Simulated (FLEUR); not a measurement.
## LuFe2B2: parallel and opposed starts

A self-consistent run ends on one state, which hangs on the start. Several orders of LuFe2B2 are started in FLEUR and their energies compared.

Method: LDA (VWN); all-electron FLAPW, Dirac cores, scalar-relativistic bands, in FLEUR MaX-R8.1.

The database entry behind the starting cell has ideal inner coordinates that were not refined, so it need not match the best structure at ambient conditions.

## 1. The starting structure

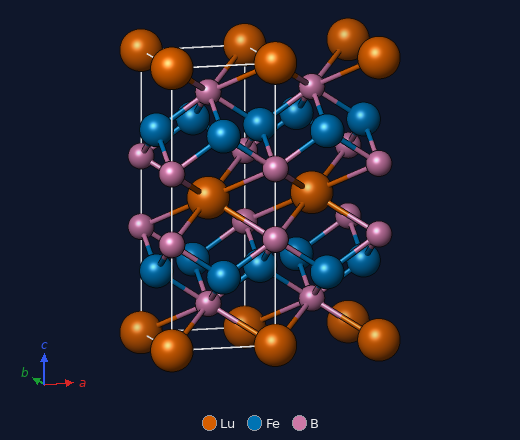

Start, viewed slightly off an axis; lutetium orange, iron blue, boron pink. 2×1×1 cells are drawn. This picture shows the conventional cell, with its axes. Some periodic images of atoms are drawn too.

Coordinates:

```cif
data_structure
_symmetry_space_group_name_H-M 'I4/mmm'
_symmetry_Int_Tables_number 139
_cell_length_a 3.4990
_cell_length_b 3.4990
_cell_length_c 9.2880
_cell_angle_alpha 90.000
_cell_angle_beta 90.000
_cell_angle_gamma 90.000
_cell_volume 113.71
loop_
_atom_site_label
_atom_site_type_symbol
_atom_site_symmetry_multiplicity
_atom_site_Wyckoff_symbol
_atom_site_fract_x
_atom_site_fract_y
_atom_site_fract_z
_atom_site_occupancy
Lu1 Lu 2 a 0.00000 0.00000 0.00000 1
Fe1 Fe 4 d 0.00000 0.50000 0.25000 1
B1 B 4 e 0.00000 0.00000 0.37500 1
```

## 2. Run 1 (ferro ++)

The parallel start is the test of whether parallel moments hold.

inpgen writes inp.xml from crystal.txt; cutoffs, mixing, functional, smearing and local orbitals are then set in the file. The k list default-1 (kpts.xml, not shown) is a Γ-centred 12×12×12 mesh; where the ranks do not divide the number of points, some are split in two of half the weight.

Contents of inp.xml:

```
<?xml version="1.0" encoding="UTF-8" standalone="no"?>
<fleurInput fleurInputVersion="0.39">
   <comment>
      LuFe2B2
   </comment>
   <calculationSetup>
      <cutoffs Kmax="4.29" Gmax="12.9" GmaxXC="12.9" numbands="0"/>
      <scfLoop itmax="90" minDistance="0.00002" maxIterBroyd="15" imix="Anderson" alpha="0.05" precondParam="0.0" spinf="2.0" sdNocoIR="T"/>
      <coreElectrons ctail="T" frcor="F" kcrel="0" coretail_lmax="0"/>
      <xcFunctional name="vwn" relativisticCorrections="F"/>
      <magnetism jspins="2"/>
      <soc l_soc="F" theta="0.0" phi="0.0" spav="F"/>
      <expertModes spex="0" secvar="F"/>
      <geometryOptimization l_f="F" forcealpha="1.0" forcemix="BFGS" epsdisp="0.00001" epsforce="0.00001"/>
      <ldaU l_linMix="F" mixParam="0.05" spinf="1.0"/>
   </calculationSetup>
   <cell>
      <bzIntegration valenceElectrons="63.0" mode="hist" fermiSmearingEnergy="0.00110248">
         <kPointListSelection listName="default-1"/>
         <xi:include xmlns:xi="http://www.w3.org/2001/XInclude" href="kpts.xml"> </xi:include>
      </bzIntegration>
      <xi:include xmlns:xi="http://www.w3.org/2001/XInclude" href="sym.xml"> </xi:include>
      <bulkLattice scale="1.0">
         <bravaisMatrix>
            <row-1>   -3.3060758549877001     3.3060758549877001     8.7758881226423995</row-1>
            <row-2>    3.3060758549877001    -3.3060758549877001     8.7758881226423995</row-2>
            <row-3>    3.3060758549877001     3.3060758549877001    -8.7758881226423995</row-3>
         </bravaisMatrix>
      </bulkLattice>
   </cell>
   <atomSpecies>
      <species name="Lutetium (Lu)" element="Lu" atomicNumber="71">
         <mtSphere radius="2.8" gridPoints="925" logIncrement="0.014"/>
         <atomicCutoffs lmax="10" lnonsphr="8"/>
         <electronConfig flipSpins="F">
            <coreConfig>(1s1/2) (2s1/2) (2p1/2) (2p3/2) (3s1/2) (3p1/2) (3p3/2) (4s1/2) (3d3/2) (3d5/2) (4p1/2) (4p3/2) (4d3/2) (4d5/2)</coreConfig>
            <valenceConfig>(5s1/2) (5p1/2) (5p3/2) (6s1/2) (4f5/2) (4f7/2) (5d3/2) (5d5/2)</valenceConfig>
            <stateOccupation state="(5d3/2)" spinUp="0.200000" spinDown="0.200000"/>
            <stateOccupation state="(5d5/2)" spinUp="0.300000" spinDown="0.300000"/>
         </electronConfig>
         <energyParameters s="6" p="6" d="5" f="4"/>
         <lo type="SCLO" l="0" n="5" eDeriv="0"/>
         <lo type="SCLO" l="1" n="5" eDeriv="0"/>
      </species>
      <species name="Iron (Fe) 2.801" element="Fe" atomicNumber="26">
         <mtSphere radius="2.28" gridPoints="753" logIncrement="0.016"/>
         <atomicCutoffs lmax="8" lnonsphr="6"/>
         <electronConfig flipSpins="F">
            <coreConfig>(1s1/2) (2s1/2) (2p1/2) (2p3/2)</coreConfig>
            <valenceConfig>(3s1/2) (3p1/2) (3p3/2) (4s1/2) (3d3/2) (3d5/2)</valenceConfig>
            <stateOccupation state="(3d3/2)" spinUp="1.4005" spinDown="0.9995"/>
            <stateOccupation state="(3d5/2)" spinUp="3.0" spinDown="0.6"/>
         </electronConfig>
         <energyParameters s="4" p="4" d="3" f="4"/>
         <lo type="SCLO" l="0" n="3" eDeriv="0"/>
         <lo type="SCLO" l="1" n="3" eDeriv="0"/>
      </species>
      <species name="Boron (B)" element="B" atomicNumber="5">
         <mtSphere radius="1.4" gridPoints="463" logIncrement="0.022"/>
         <atomicCutoffs lmax="6" lnonsphr="4"/>
         <electronConfig flipSpins="F">
            <coreConfig>(1s1/2)</coreConfig>
            <valenceConfig>(2s1/2) (2p1/2) (2p3/2)</valenceConfig>
            <stateOccupation state="(2p1/2)" spinUp="0.166667" spinDown="0.166667"/>
            <stateOccupation state="(2p3/2)" spinUp="0.333333" spinDown="0.333333"/>
         </electronConfig>
         <energyParameters s="2" p="2" d="3" f="4"/>
      </species>
   </atomSpecies>
   <atomGroups>
      <atomGroup species="Lutetium (Lu)">
         <relPos label="                   1">.0000000000 .0000000000 .0000000000</relPos>
         <force calculate="T" relaxXYZ="TTT"/>
      </atomGroup>
      <atomGroup species="Iron (Fe) 2.801">
         <relPos label="                   2">-1.000/4.000 1.000/4.000 1.000/2.000</relPos>
         <relPos label="                   3">1.000/4.000 -1.000/4.000 1.000/2.000</relPos>
         <force calculate="T" relaxXYZ="TTT"/>
      </atomGroup>
      <atomGroup species="Boron (B)">
         <relPos label="                   4">3.000/8.000 3.000/8.000 .0000000000</relPos>
         <relPos label="                   5">-3.000/8.000 -3.000/8.000 .0000000000</relPos>
         <force calculate="T" relaxXYZ="TTT"/>
      </atomGroup>
   </atomGroups>
   <output dos="F" band="F" slice="F">
      <bandDOS minEnergy="-.5*Htr" maxEnergy="0.5*Htr" sigma="0.015" storeEVData="T"/>
      <plotting iplot="0" polar="F">
         <plot TwoD="T" vec1="  1.0  0.0  0.0" vec2="  0.0  1.0  0.0" vec3="  0.0  0.0  1.0" zero="  0.0  0.0  0.0" file="plot"/>
      </plotting>
      <moessbauerParams electricFieldGradient="F" isomerShift="F" coreHyperfine="F" valenceHyperfine="F"/>
   </output>
</fleurInput>
```

Contents of crystal.txt:

```
LuFe2B2
&input film=F cartesian=F /
-1.74950000000  1.74950000000  4.64400000000
1.74950000000  -1.74950000000  4.64400000000
1.74950000000  1.74950000000  -4.64400000000
1.8897261246
1.0 1.0 1.0

5
71 0.00000000000  0.00000000000  0.00000000000
26 0.75000000000  0.25000000000  0.50000000000 : 2.801
26 0.25000000000  0.75000000000  0.50000000000 : 2.801
5 0.37500000000  0.37500000000  0.00000000000
5 0.62500000000  0.62500000000  0.00000000000

&kpt div1=12 div2=12 div3=12 gamma=T /
```

On the command line:

```console
OMP_NUM_THREADS=1 inpgen -f crystal.txt > inpgen.log  # inp.xml is then edited as shown
OMP_NUM_THREADS=1 mpirun -n 4 fleur_MPI > fleur.log
```

What it wrote:

```text
Welcome to FLEUR        (www.flapw.de)
      MaX-Release 8.1          (www.max-centre.eu)

 ========== k-point set info ==========
 Selected k-point list: default-1
 k-point list type: mesh
 0 x 0 x 0
 Number of k points: 164

 ------------Calculation Setup---------------------------
 Number of MPI-tasks      :            4
 Number of PE/node        :            4
 Number of OMP-threads    :            1
 k-points in parallel     :            4
 pe's per k-point         :            1
 No of k-point loops      :           41
 Eigenvalue solver        :       lapack
 Number of basis functions:          562
 Approximate size of matrices (H+S) per k-point:         0.005 GB
 --------------------------------------------------------
Nuclear radius smaller than smallest radial mesh point for atom type 3 -- skipping its core isomer shift
 Iteration:     1   Distance:      25.06914913 me/bohr^3
Nuclear radius smaller than smallest radial mesh point for atom type 3 -- skipping its core isomer shift
 Iteration:     2   Distance:      23.29745126 me/bohr^3
Nuclear radius smaller than smallest radial mesh point for atom type 3 -- skipping its core isomer shift
 Iteration:     3   Distance:      20.50513035 me/bohr^3
Nuclear radius smaller than smallest radial mesh point for atom type 3 -- skipping its core isomer shift
 Iteration:     4   Distance:      11.57148521 me/bohr^3
Nuclear radius smaller than smallest radial mesh point for atom type 3 -- skipping its core isomer shift
 Iteration:     5   Distance:      10.22445779 me/bohr^3
Nuclear radius smaller than smallest radial mesh point for atom type 3 -- skipping its core isomer shift
 Iteration:     6   Distance:      11.42153037 me/bohr^3
Nuclear radius smaller than smallest radial mesh point for atom type 3 -- skipping its core isomer shift
 Iteration:     7   Distance:       4.53362353 me/bohr^3
Nuclear radius smaller than smallest radial mesh point for atom type 3 -- skipping its core isomer shift
 Iteration:     8   Distance:       4.18778842 me/bohr^3
Nuclear radius smaller than smallest radial mesh point for atom type 3 -- skipping its core isomer shift
 Iteration:     9   Distance:       5.00612833 me/bohr^3
Nuclear radius smaller than smallest radial mesh point for atom type 3 -- skipping its core isomer shift
 Iteration:    10   Distance:       4.21000607 me/bohr^3
Nuclear radius smaller than smallest radial mesh point for atom type 3 -- skipping its core isomer shift
[... 12 iterations left out ...]
 Iteration:    23   Distance:       0.00399277 me/bohr^3
Nuclear radius smaller than smallest radial mesh point for atom type 3 -- skipping its core isomer shift
 Iteration:    24   Distance:       0.00443388 me/bohr^3
Nuclear radius smaller than smallest radial mesh point for atom type 3 -- skipping its core isomer shift
 Iteration:    25   Distance:       0.00092136 me/bohr^3
Nuclear radius smaller than smallest radial mesh point for atom type 3 -- skipping its core isomer shift
 Iteration:    26   Distance:       0.00080684 me/bohr^3
Nuclear radius smaller than smallest radial mesh point for atom type 3 -- skipping its core isomer shift
 Iteration:    27   Distance:       0.00013655 me/bohr^3
Nuclear radius smaller than smallest radial mesh point for atom type 3 -- skipping its core isomer shift
 Iteration:    28   Distance:       0.00004170 me/bohr^3
Nuclear radius smaller than smallest radial mesh point for atom type 3 -- skipping its core isomer shift
 Iteration:    29   Distance:       0.00004050 me/bohr^3
Nuclear radius smaller than smallest radial mesh point for atom type 3 -- skipping its core isomer shift
 Iteration:    30   Distance:       0.00003399 me/bohr^3
Nuclear radius smaller than smallest radial mesh point for atom type 3 -- skipping its core isomer shift
 Iteration:    31   Distance:       0.00002724 me/bohr^3
Nuclear radius smaller than smallest radial mesh point for atom type 3 -- skipping its core isomer shift
 Iteration:    32   Distance:       0.00001860 me/bohr^3

 ********************************************************************
 Run finished successfully
 Stop message:
   all done
 ********************************************************************

--- out.xml (last complete iteration) ---
<iteration numberForCurrentRun="   32" overallNumber="   32">
         [... left out ...]
         <bandgap value="0.0009255860" units="eV"/>
         <sumValenceSingleParticleEnergies value="-26.4531614727" units="Htr"/>
         <FermiEnergy value="0.3836398968" units="Htr"/>
         <valenceDensity>
            <mtCharges spin="1">
               <mtCharge atomType="1" total="11.7659237" s="1.1520241" p="3.1174641" d="0.4906046" f="6.9966713"/>
               <mtCharge atomType="2" total="8.1237586" s="1.2073503" p="3.2474000" d="3.6491518" f="0.0155776"/>
               <mtCharge atomType="3" total="0.4975192" s="0.1925149" p="0.2990132" d="0.0053875" f="0.0005366"/>
            </mtCharges>
            <mtCharges spin="2">
               <mtCharge atomType="1" total="11.7948632" s="1.1549228" p="3.1220115" d="0.5136917" f="6.9956827"/>
               <mtCharge atomType="2" total="7.0169267" s="1.2029205" p="3.2392948" d="2.5550095" f="0.0157795"/>
               <mtCharge atomType="3" total="0.5334028" s="0.1965930" p="0.3315894" d="0.0047758" f="0.0003962"/>
            </mtCharges>
            <spinDependentCharge spin="1" total="32.5168788" interstitial="3.5083995" mtSpheres="29.0084793"/>
            <spinDependentCharge spin="2" total="30.4831212" interstitial="3.5875990" mtSpheres="26.8955223"/>
            <totalCharge value="63.0000000000"/>
         </valenceDensity>
         [... left out ...]
         <allElectronCharges>
            <spinDependentCharge spin="1" total="67.5168788" interstitial="3.5095113" mtSpheres="64.0073675"/>
            <spinDependentCharge spin="2" total="65.4831212" interstitial="3.5887144" mtSpheres="61.8944068"/>
            <totalCharge value="132.9999999885"/>
         </allElectronCharges>
         <magneticMomentsInMTSpheres units="muBohr">
            <globalMagMoment atomType="1" vec="0.00000   0.00000  -0.02894"/>
            <localMagMoment atomType="1" vec="0.00000   0.00000  -0.02894"/>
            <globalMagMoment atomType="2" vec="0.00000   0.00000   1.10683"/>
            <localMagMoment atomType="2" vec="0.00000   0.00000   1.10683"/>
            <globalMagMoment atomType="3" vec="0.00000   0.00000  -0.03588"/>
            <localMagMoment atomType="3" vec="0.00000   0.00000  -0.03588"/>
         </magneticMomentsInMTSpheres>
         <moessbauerParams unitsHFF="kG" unitsIS="e/bohr^3" unitsEFG="Htr/bohr^2">
         </moessbauerParams>
         <totalEnergy value="   -17162.8891607176" units="Htr">
            <sumOfEigenvalues value="   -10387.4784815171">
               <coreElectrons value="-10361.0253200444"/>
               <valenceElectrons value="-26.4531614727"/>
            </sumOfEigenvalues>
            <densityCoulombPotentialIntegral value="-28710.9353825673"/>
            <densityEffectivePotentialIntegral value="-29252.5573869732"/>
            <chargeDenXCDenIntegral value="-408.4475863930"/>
            <FockExchangeEnergyValence value="0.0000000000"/>
            <FockExchangeEnergyCore value="0.0000000000"/>
            <atomTypeDependentContributions atomType="1">
               <electronNucleiInteractionDifferentMTs value="18113.6764277710"/>
               <MadelungTerm value="-31.6037447801"/>
            </atomTypeDependentContributions>
            <atomTypeDependentContributions atomType="2">
               <electronNucleiInteractionDifferentMTs value="3040.2087350856"/>
               <MadelungTerm value="-18.9089076581"/>
            </atomTypeDependentContributions>
            <atomTypeDependentContributions atomType="3">
               <electronNucleiInteractionDifferentMTs value="52.3222220631"/>
               <MadelungTerm value="-7.3327511391"/>
            </atomTypeDependentContributions>
            <tkbTimesEntropy value="0.0004484327"/>
            <freeEnergy value="-17162.8896091502"/>
            <extrapolationTo0K value="-17162.8893849339"/>
         </totalEnergy>
         <densityConvergence units="me/bohr^3">
            <chargeDensity spin="1" distance="0.0000107141"/>
            <chargeDensity spin="2" distance="0.0000107975"/>
            <overallChargeDensity distance="0.0000108063"/>
            <spinDensity distance="0.0000186006"/>
         </densityConvergence>
      </iteration>
```

Run time: 6.2 min. Hardware: 4 MPI ranks of Arm Neoverse V1, shared host; peak memory 0.38 GiB.

Spin moment in the muffin-tin sphere by atom:

| atom | spin moment in the muffin-tin sphere (μB) |
| --- | --- |
| Lu1 | -0.03 |
| Fe2 | 1.11 |
| Fe3 | 1.11 |
| B4 | -0.04 |
| B5 | -0.04 |

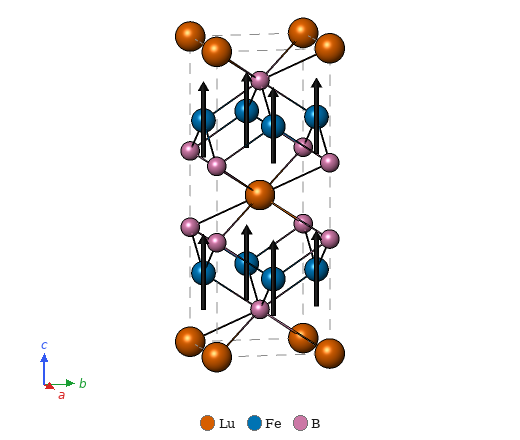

Spin moment in the muffin-tin sphere as arrows, the longest 1.11 μB. Up and down stand for the sign. Arrows give size and sign along the axis of quantisation, drawn up and down the page. Some periodic images of atoms are drawn too.

Numbers from this step:

| Property | Result |
| --- | --- |
| free energy | -467026.0183 eV |
| program's band gap on this mesh (in a metal only a level spacing) | 9.26e-4 eV |
| magnetization | 2.034 μB |
| final state | ferromagnetic |

After 32 cycles the largest moment stands at 1.11 μB.

[end of part 1 of 3]

[Logs and program files are shortened in this print: banners, set-up blocks, solver, clock and traceback lines can be left out without a mark of their own.]

[Logs are printed without paths, hosts, clocks, repeated set-up lines and the standing remarks that a program may print on its own settings, such as how far it seeks lower states.]

[Hosts, paths, dates, database ids (printed as entryN), source tags and the programs' standing remarks are cut or masked in the printed files.]

[Where a cell is said to come from a database of computed structures, the database is the Materials Project.]
